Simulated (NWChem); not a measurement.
# CHF3O3S (triflic acid): levels of theory compared

Wanted: a comparison of 6 runs (HF/STO-3G, HF/3-21G, HF/6-31G*, HF/6-31+G*, PBE0/def2-SVP, B3LYP/6-31G*) of CHF3O3S (triflic acid). 

Program for the calculation: NWChem 7.3.0.

## (1) Starting point

The species is CHF3O3S (9 atoms), meant as a singlet with charge 0. As SMILES, `O=S(=O)(O)C(F)(F)F`. Geometry: relaxed at PBE0-D4/def2-TZVP. This is one conformer, not always the lowest.

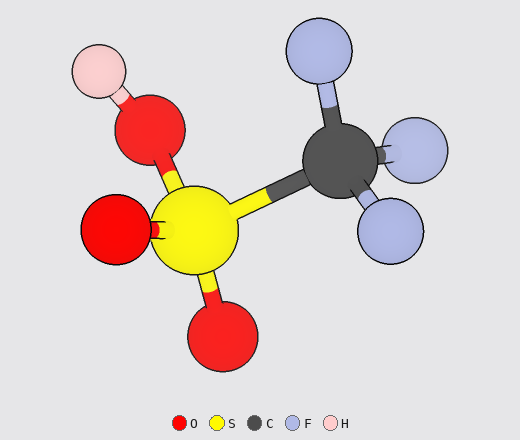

Viewed from a chosen angle; oxygen red, sulfur yellow, carbon dark grey, fluorine light blue, hydrogen pink.

## (2) Energy and forces at HF/STO-3G (run 1)

Contents of run.py:

```python
from ase import Atoms
from ase.calculators.nwchem import NWChem

system = Atoms(['O', 'S', 'O', 'O', 'C', 'F', 'F', 'F', 'H'], positions=[
    [1.462890, -0.581870, 0.985740],
    [0.298500, -0.778940, 0.194370],
    [0.144480, -1.837650, -0.729970],
    [-0.972740, -0.777950, 1.128120],
    [0.003130, 0.796730, -0.725230],
    [-0.076560, 1.801740, 0.138180],
    [1.014380, 1.004120, -1.547510],
    [-1.120920, 0.723830, -1.412290],
    [-0.753170, -0.350000, 1.968590],
])

calc = NWChem(
    label='chf3o3s',
    theory='scf',
    memory='2200 mb',
    basis='STO-3G',
    basispar='spherical bse',
    scf={'nopen': '0', 'rhf': None, 'thresh': '1e-08', 'maxiter': '80', 'print': 'low'},
)
system.calc = calc

forces = system.get_forces()
e = system.get_potential_energy()
print(f"E = {e:.6f} eV")
print("forces (eV/A):")
for s, f in zip(system.symbols, forces):
    print(f"{s:2s} {f[0]:10.5f} {f[1]:10.5f} {f[2]:10.5f}")
```

On the command line:

```console
$ export ASE_NWCHEM_COMMAND="nwchem PREFIX.nwi > PREFIX.nwo"
$ python run.py
```

What it wrote:

```text
E = -25751.415731 eV
forces (eV/A):
O     9.68283    1.60972    6.95936
S    -2.33168    4.50653   -0.76609
O    -1.45509   -9.61114   -8.09486
O    -5.49758   -0.32005    2.51747
C    -0.41991    0.75632    0.12619
F    -0.17309    2.30628    2.00597
F     2.57666    0.48805   -2.06871
F    -2.86544   -0.23387   -1.76589
H     0.48326    0.49818    1.08655
```

The calculator wrote chf3o3s.nwi:

```
title "chf3o3s"

permanent_dir chf3o3s

scratch_dir chf3o3s

start chf3o3s

geometry units angstrom nocenter noautosym noautoz
  O  1.4628900000000000e+00 -5.8187000000000000e-01 9.8573999999999995e-01
  S  2.9849999999999999e-01 -7.7893999999999997e-01 1.9436999999999999e-01
  O  1.4448000000000000e-01 -1.8376500000000000e+00 -7.2997000000000001e-01
  O  -9.7274000000000005e-01 -7.7795000000000003e-01 1.1281200000000000e+00
  C  3.1300000000000000e-03 7.9673000000000005e-01 -7.2523000000000004e-01
  F  -7.6560000000000003e-02 1.8017399999999999e+00 1.3818000000000000e-01
  F  1.0143800000000001e+00 1.0041199999999999e+00 -1.5475099999999999e+00
  F  -1.1209199999999999e+00 7.2382999999999997e-01 -1.4122900000000000e+00
  H  -7.5317000000000001e-01 -3.4999999999999998e-01 1.9685900000000001e+00
end

memory 2200 mb

basis spherical bse noprint
   * library STO-3G
end

scf
  nopen 0
  rhf
  thresh 1e-08
  maxiter 80
  print low
end

task scf gradient
```

chf3o3s.nwo:

```text
Northwest Computational Chemistry Package (NWChem) 7.3.0
             --------------------------------------------------------

           Job information
           ---------------

    nwchem branch   = 7.3.0
    use scalapack   = T
    input           = chf3o3s.nwi
    prefix          = chf3o3s.
    data base       = chf3o3s/chf3o3s.db
    status          = startup
    nproc           =        1

           Memory information
           ------------------

    heap     =     72089596 doubles =      550.0 Mbytes
    stack    =     72089601 doubles =      550.0 Mbytes
    global   =    144179200 doubles =     1100.0 Mbytes (distinct from heap & stack)
    total    =    288358397 doubles =     2200.0 Mbytes
    verify   = yes
    hardfail = no

           Directory information
           ---------------------

  0 permanent = chf3o3s
  0 scratch   = chf3o3s

                                NWChem Input Module
                                -------------------

                                      chf3o3s
                                      -------

[... 27 lines left out ...]
            Nuclear Dipole moment (a.u.)
[... 54 lines left out ...]
                                      chf3o3s

  ao basis        = "ao basis"
  functions       =    45
  atoms           =     9
  closed shells   =    37
  open shells     =     0
  charge          =   0.00
  wavefunction    = RHF
  input vectors   = atomic
  output vectors  = chf3o3s/chf3o3s.movecs
  use symmetry    = F
  symmetry adapt  = F

 Forming initial guess at       0.1s

 Starting SCF solution at       0.3s

       Final RHF  results
       ------------------

         Total SCF energy =   -946.347080902951
      One-electron energy =  -2456.405804301007
      Two-electron energy =    937.793151963125
 Nuclear repulsion energy =    572.265571434931

        Time for solution =      9.4s

                              NWChem Gradients Module
                              -----------------------

                         RHF ENERGY GRADIENTS

    atom               coordinates                        gradient
                 x          y          z           x          y          z
   1 O       2.764461  -1.099575   1.862778   -0.188301  -0.031304  -0.135338
   2 S       0.564083  -1.471983   0.367306    0.045344  -0.087638   0.014898
   3 O       0.273028  -3.472655  -1.379443    0.028297   0.186907   0.157420
[... 5 lines of this table left out ...]
   9 H      -1.423285  -0.661404   3.720096   -0.009398  -0.009688  -0.021130

 Task  times  cpu:       11.0s     wall:       11.0s
 Total times  cpu:       11.0s     wall:       11.0s
```

Run time: 13 s. Hardware: 1 thread of Intel Xeon Platinum 8259CL at 2.50GHz (Skylake/Cascade Lake), shared host; peak memory 0.1 GiB.

## (3) Energy and gradient at HF/3-21G (run 2)

Contents of work.nw:

```
start work
title "CHF3O3S"
memory stack 880 mb heap 220 mb global 1100 mb
geometry units au noautosym nocenter noautoz
  O      2.76446145    -1.09957494     1.86277863
  S      0.56408325    -1.47198327     0.36730607
  O      0.27302763    -3.47265521    -1.37944338
  O     -1.83821219    -1.47011244     2.13183784
  C      0.00591484     1.50560150    -1.37048608
  F     -0.14467743     3.40479515     0.26112236
  F      1.91690039     1.89751180    -2.92437008
  F     -2.11823181     1.36784046    -2.66884131
  H     -1.42328503    -0.66140414     3.72009595
end
basis spherical bse
  O library 3-21G
  S library 3-21G
  C library 3-21G
  F library 3-21G
  H library 3-21G
end
scf
  thresh 1e-08
  maxiter 80
  noprint "final vectors analysis"
end
task scf gradient
```

On the command line:

```console
$ nwchem work.nw > work.out
```

What it wrote:

```text
[...]
  functions       =    78
[...]
  wavefunction    = RHF
[...]
         Total SCF energy =   -953.531195161053
      One-electron energy =  -2456.776489140475
      Two-electron energy =    930.979764133486
 Nuclear repulsion energy =    572.265529845936
        Time for solution =     11.2s
[...]
                         RHF ENERGY GRADIENTS
    atom               coordinates                        gradient
                 x          y          z           x          y          z
   1 O       2.764461  -1.099575   1.862779   -0.145714  -0.023708  -0.102139
   2 S       0.564083  -1.471983   0.367306    0.076216  -0.104540   0.033564
   3 O       0.273028  -3.472655  -1.379443    0.014429   0.142328   0.122302
   4 O      -1.838212  -1.470112   2.131838    0.041529  -0.011451  -0.041024
   5 C       0.005915   1.505602  -1.370486    0.004351  -0.008290   0.002573
   6 F      -0.144677   3.404795   0.261122   -0.000583  -0.003448  -0.012777
   7 F       1.916900   1.897512  -2.924370   -0.013362   0.001578   0.007403
   8 F      -2.118232   1.367840  -2.668841    0.011239   0.006571   0.004485
   9 H      -1.423285  -0.661404   3.720096    0.011894   0.000959  -0.014388
[...]
```

Wall time 15 s (1 thread of Intel Xeon Platinum 8259CL at 2.50GHz (Skylake/Cascade Lake), shared host); peak memory 0.1 GiB.

Runs 3 to 4 aren't shown in full; the table further down has their settings and results.

## (4) Energy and gradient at PBE0/def2-SVP (run 5)

Contents of test.xyz:

```xyz
9

O      1.462890    -0.581870     0.985740
S      0.298500    -0.778940     0.194370
O      0.144480    -1.837650    -0.729970
O     -0.972740    -0.777950     1.128120
C      0.003130     0.796730    -0.725230
F     -0.076560     1.801740     0.138180
F      1.014380     1.004120    -1.547510
F     -1.120920     0.723830    -1.412290
H     -0.753170    -0.350000     1.968590
```

Contents of test.nw:

```
start test
memory total 2200 mb

geometry noautosym nocenter noautoz
 load test.xyz
end

basis spherical bse
 * library def2-SVP
end

dft
 xc pbe0
 grid fine
 convergence energy 1e-08
 iterations 100
 mulliken
 noprint "final vectors analysis"
end

task dft gradient
```

On the command line:

```console
$ nwchem test.nw > test.out
```

What it wrote:

```text
[...]
          Wavefunction type:  closed shell.
          No. of atoms     :     9
          No. of electrons :    74
[...]
          Charge           :     0
          Spin multiplicity:     1
[...]
          AO basis - number of functions:   121
[...]
              XC Information
              --------------
                         PBE0 Method XC Functional
                     Hartree-Fock (Exact) Exchange  0.250
          PerdewBurkeErnzerhof Exchange Functional  0.750
            Perdew 1991 LDA Correlation Functional  1.000 local
           PerdewBurkeErnz. Correlation Functional  1.000 non-local
[...]
 d= 0,ls=0.0,diis     1   -960.3578971211 -1.53D+03  2.76D-02  3.84D+00     5.9
[...]
 d= 0,ls=0.0,diis    11   -960.7649543346 -5.98D-10  2.02D-07  8.79D-10    45.2
         Total DFT energy =     -960.764954334625
      One electron energy =    -2465.729136963239
           Coulomb energy =     1020.825477992422
    Exchange-Corr. energy =      -88.126866798739
 Nuclear repulsion energy =      572.265571434932
[...]
      Total Density - Mulliken Population Analysis
     ---------------------------------------------
    Atom       Charge   Shell Charges
 -----------   ------   -------------------------------------------------------
    1 O    8     8.42   1.99  1.10  0.75  2.82  1.73  0.02
    2 S   16    15.16   2.00  1.98  1.21  0.12  5.93  1.72  1.35  0.86
    3 O    8     8.39   1.99  1.11  0.75  2.82  1.70  0.02
    4 O    8     8.31   1.99  1.09  0.66  2.88  1.68  0.01
    5 C    6     5.49   1.99  0.96  0.02  1.89  0.44  0.20
    6 F    9     9.16   1.99  1.14  0.77  3.34  1.91  0.01
    7 F    9     9.14   1.99  1.14  0.77  3.34  1.89  0.01
    8 F    9     9.14   1.99  1.14  0.77  3.34  1.89  0.01
    9 H    1     0.77   0.66  0.05  0.07
[...]
  wavefunction    = closed shell
                         DFT ENERGY GRADIENTS
    atom               coordinates                        gradient
                 x          y          z           x          y          z
   1 O       2.764461  -1.099575   1.862778   -0.026637  -0.005770  -0.019239
   2 S       0.564083  -1.471983   0.367306    0.005009  -0.016213   0.008950
   3 O       0.273028  -3.472655  -1.379443    0.004588   0.024766   0.022488
   4 O      -1.838212  -1.470112   2.131838    0.016295   0.000037  -0.010326
   5 C       0.005915   1.505601  -1.370486    0.001145  -0.004043   0.002230
   6 F      -0.144677   3.404795   0.261122   -0.000139   0.001829   0.000806
   7 F       1.916900   1.897512  -2.924370    0.001491   0.000436  -0.001361
   8 F      -2.118232   1.367840  -2.668841   -0.001868   0.000214  -0.001097
   9 H      -1.423285  -0.661404   3.720096    0.000116  -0.001257  -0.002451
[...]
```

It took 59 s on 1 thread of Intel Xeon Platinum 8259CL at 2.50GHz (Skylake/Cascade Lake), shared host; peak memory 0.13 GiB.

## (5) Energy and forces at B3LYP/6-31G(d) (Cartesian functions) (run 6)

Contents of run.xyz:

```xyz
9

O      1.462890    -0.581870     0.985740
S      0.298500    -0.778940     0.194370
O      0.144480    -1.837650    -0.729970
O     -0.972740    -0.777950     1.128120
C      0.003130     0.796730    -0.725230
F     -0.076560     1.801740     0.138180
F      1.014380     1.004120    -1.547510
F     -1.120920     0.723830    -1.412290
H     -0.753170    -0.350000     1.968590
```

Contents of run.nw:

```
start run
memory 2200 mb

geometry noautosym nocenter noautoz
  load format xyz run.xyz
end

basis "ao basis"
  * library 6-31G*
end

dft
  xc b3lyp
  grid fine
  convergence energy 1e-08
  iterations 100
  mulliken
  noprint "final vectors analysis"
end

task dft gradient
```

On the command line:

```console
$ nwchem run.nw > run.out
```

What it wrote:

```text
[...]
          Wavefunction type:  closed shell.
          No. of atoms     :     9
          No. of electrons :    74
[...]
          Charge           :     0
          Spin multiplicity:     1
[...]
          AO basis - number of functions:   126
[...]
              XC Information
              --------------
                         B3LYP Method XC Potential
                     Hartree-Fock (Exact) Exchange  0.200
                        Slater Exchange Functional  0.800 local
                    Becke 1988 Exchange Functional  0.720 non-local
              Lee-Yang-Parr Correlation Functional  0.810
                  VWN I RPA Correlation Functional  0.190 local
[...]
 d= 0,ls=0.0,diis     1   -961.5990970605 -1.53D+03  2.95D-02  3.85D+00     6.5
[...]
 d= 0,ls=0.0,diis    11   -961.9940605229 -1.58D-09  3.34D-07  2.59D-09    65.7
         Total DFT energy =     -961.994060522881
      One electron energy =    -2466.884486394955
           Coulomb energy =     1021.470848005218
    Exchange-Corr. energy =      -88.845993568075
 Nuclear repulsion energy =      572.265571434932
[...]
      Total Density - Mulliken Population Analysis
     ---------------------------------------------
    Atom       Charge   Shell Charges
 -----------   ------   -------------------------------------------------------
    1 O    8     8.47   1.99  0.93  2.88  0.98  1.68  0.02
    2 S   16    14.87   2.00  1.99  5.97  1.33  2.60 -0.06  0.44  0.61
    3 O    8     8.44   1.99  0.93  2.88  0.97  1.65  0.02
    4 O    8     8.60   1.99  0.92  2.94  0.94  1.77  0.04
    5 C    6     5.41   1.99  0.70  1.84  0.32  0.42  0.14
    6 F    9     9.23   1.99  0.95  3.32  0.96  1.95  0.06
    7 F    9     9.22   1.99  0.95  3.32  0.95  1.94  0.06
    8 F    9     9.21   1.99  0.95  3.32  0.95  1.94  0.06
    9 H    1     0.54   0.46  0.09
[...]
  wavefunction    = closed shell
                         DFT ENERGY GRADIENTS
    atom               coordinates                        gradient
                 x          y          z           x          y          z
   1 O       2.764461  -1.099575   1.862778   -0.037496  -0.005853  -0.026394
   2 S       0.564083  -1.471983   0.367306    0.005548  -0.024148   0.013657
   3 O       0.273028  -3.472655  -1.379443    0.005085   0.035916   0.029982
   4 O      -1.838212  -1.470112   2.131838    0.026510   0.002935  -0.013460
   5 C       0.005915   1.505601  -1.370486   -0.000190   0.002184  -0.001518
   6 F      -0.144677   3.404795   0.261122    0.000555  -0.008339  -0.008631
   7 F       1.916900   1.897512  -2.924370   -0.009922  -0.001379   0.007603
   8 F      -2.118232   1.367840  -2.668841    0.010494   0.001592   0.006196
   9 H      -1.423285  -0.661404   3.720096   -0.000582  -0.002908  -0.007437
[...]
```

Run time: 86 s. Hardware: 1 thread of Intel Xeon Platinum 8259CL at 2.50GHz (Skylake/Cascade Lake), shared host; peak memory 0.13 GiB.

## (6) Overview of the runs

| run | level | iteration cap | module | energy (Eh) | largest force (eV/Å) | wall time |
| --- | --- | --- | --- | --- | --- | --- |
| 1 | HF/STO-3G | 80 | scf | -946.347081 | 12.650 | 13 s |
| 2 | HF/3-21G | 80 | scf | -953.531195 | 9.678 | 15 s |
| 3 | HF/6-31G* (spherical functions) | 80 | scf | -958.760473 | 0.993 | 78 s |
| 4 | HF/6-31+G* (spherical functions) | 80 | scf | -958.779199 | 0.920 | 3.7 min |
| 5 | PBE0/def2-SVP | 100 | dft | -960.764954 | 1.736 | 59 s |
| 6 | B3LYP/6-31G* (Cartesian functions) | 100 | dft | -961.994061 | 2.420 | 86 s |

## (7) Results

| quantity | value |
| --- | --- |
| run 6: total energy | -961.99406 Eh |
| run 6: dipole moment | 2.95 D |
| run 6: largest force on an atom | 2.420 eV/Å |

In words: Over runs 2, 3, 5, 6 the dipole moment (its size) runs from 2.80 D (PBE0/def2-SVP) to 3.46 D (HF/3-21G). The two ends differ in method and basis. Totals of different functionals can't be ranked against each other. In run 1 the basis is minimal, so the values are rough. All runs together took 7.8 min, the longest 3.7 min.
